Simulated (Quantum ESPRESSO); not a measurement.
# Voltage at the next charge: Ti(0001), 4 layers against an electrode

How the rows were computed: Quantum ESPRESSO 7.5, PBE, GBRV ultrasoft; ESM with bc3, a metal electrode 7.06 Å above the top atoms; cell area 7.537 Å²; ions fixed. V is the potential energy of an electron at the electrode over the slab's Fermi level, divided by e, so that it equals the work function at zero charge; positive charge removes electrons.

```
charge (e a cell)  V (V)
                0  4.406
           0.0113  5.712
           0.0226  7.042
```

To predict: What is V at a charge of 0.0452 e, and what capacitance do the rows imply?

By hand: The last two rows give dV/dq = (7.042 − 5.712)/(0.0226 − 0.0113) = 117.7 V/e, so C = 1602/(7.537 × 117.7) = 1.81 µF/cm², an effective gap of 8.854/1.81 = 4.90 Å. At constant C, V = 7.042 + 117.7 × 0.0226 = 9.70 V.

**The withheld run.** V = 9.764 V; the estimate misses by −0.06 V, 2.3 % of the step. Over the three intervals C goes 1.84, 1.81 and 1.76 µF/cm²: it falls as electrons leave, the surface charge drawing back towards the atoms.

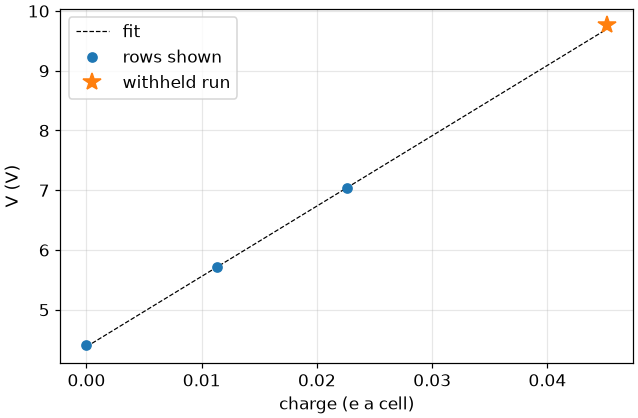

The rows shown, the fit and the withheld run.

**Limits.** Vacuum fills the gap; a dielectric or electrolyte would change C. The slab is thin.

[Logs are printed without paths, hosts, clocks, repeated set-up lines and the standing remarks that a program may print on its own settings, such as how far it seeks lower states.]
